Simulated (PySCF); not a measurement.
Consider C₅H₉FNP (SMILES F/C=P/N1CCCC1).

```xyz
17

F     4.0051    0.7959   -1.2814
C     2.8185    0.3130   -0.8354
P     1.9011    1.2582    0.2040
N     0.5485    0.3093    0.4685
C     0.0866   -0.7940   -0.3563
C    -1.4111   -0.9291   -0.0562
C    -1.7879    0.4353    0.5200
C    -0.5346    0.7856    1.3116
H     2.5995   -0.6539   -1.2633
H     0.6312   -1.7122   -0.1144
H     0.2626   -0.5614   -1.4131
H    -1.9824   -1.1828   -0.9466
H    -1.5747   -1.7030    0.6941
H    -2.6814    0.4002    1.1385
H    -1.9360    1.1588   -0.2825
H    -0.5273    0.2418    2.2646
H    -0.4249    1.8502    1.5177
```

Geometry: GFN2-xTB.

These are results of B3LYP/def2-SVPD, SCF density, gas phase (PySCF), not measurements.

### What will maps of the electron density and electron localisation function show?

C–F (1.36 Å): ρ is about 2.2 e/Å³ halfway, with its minimum of 1.6 e/Å³ about 0.5 Å from C; the ELF peaks at about 0.85 between the atoms: a shared but strongly polarised pair.
C–N (1.45 Å): ρ is about 1.9 e/Å³ halfway; the ELF peaks at about 0.95 between the atoms (a shared electron pair).
P–N (1.67 Å): the density is about 1.4 e/Å³ at the midpoint; the ELF peaks at about 0.90 between the atoms (a shared but strongly polarised pair).
C–P (1.68 Å): ρ at the midpoint is about 1.4 e/Å³; the ELF peaks at about 0.95 between the atoms (localised, covalent bonding).

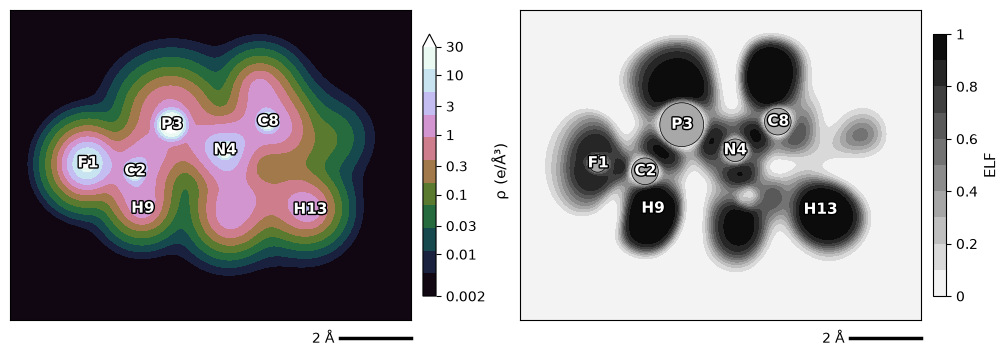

Computed electron density and electron localisation function on the plane of atoms C2, P3 and N4, in this order. Grey discs cover the atomic cores in the ELF map. 
